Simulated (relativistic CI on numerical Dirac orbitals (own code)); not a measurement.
```
atom Ni  Z=28  charge=2  electrons=26
nucleus A=58  rms_radius_fm=3.7757
hamiltonian dirac-coulomb  breit=on  qed=on  c_scale=1
orbitals kli  potential=per-configuration
slater_scale 0.8
correlation none
mixing on
configurations
  [Ar] 3d8
  [He] 2s2 2p5 3s2 3p6 3d9
end
absorption L2,3 T=10 lorentz=0.6 gauss=0.3
crystal_field D4h 10Dq=16700 Ds=1760 Dt=760
```

Multiplet model: relativistic Dirac–Coulomb–Breit theory, one configuration a step, Slater integrals scaled by 0.8, 10 K, Voigt broadening (Lorentzian 0.6 eV, Gaussian 0.3 eV full widths), computed with a radial Dirac CI code. Dichroism is for the ground state at zero temperature, magnetised by an exchange field of 10 meV on Sz.

The L₂,₃ X-ray absorption spectrum that results, with the strongest transitions as sticks:

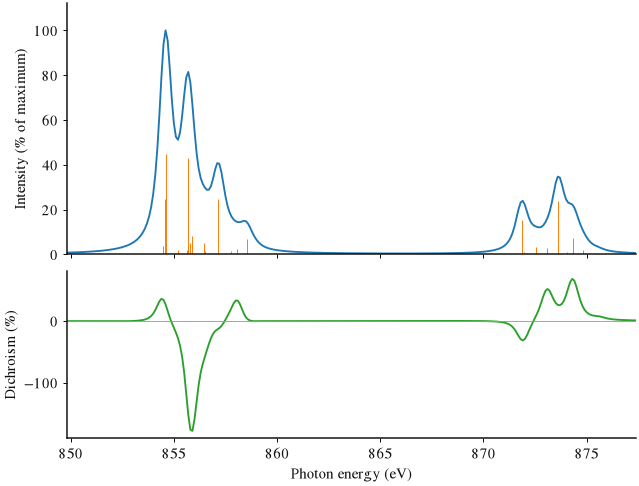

The main maxima lie at 854.6 eV (100), 855.7 eV (81), 857.1 eV (41), 871.9 eV (24) and 873.6 eV (35), heights in % of the largest; the centroid is at 860.2 eV. The lower edge holds 0.74 of the intensity (branching ratio, edges parted at 865 eV), and the core spin-orbit splitting of the orbitals is 18.1 eV. The ground state has S = 1.00. The circular dichroism (Δm = −1 less Δm = +1) is largest at 855.9 eV, −178 % of the isotropic maximum; its integrals over the lower and upper edge are −0.132 and 0.089 of the sum over the three polarisations. The magnetised ground state has ⟨Lz⟩ = −0.15 and ⟨Sz⟩ = −0.99.

Known limits: free-ion energies, so absolute edge positions are off by a few eV from solids.
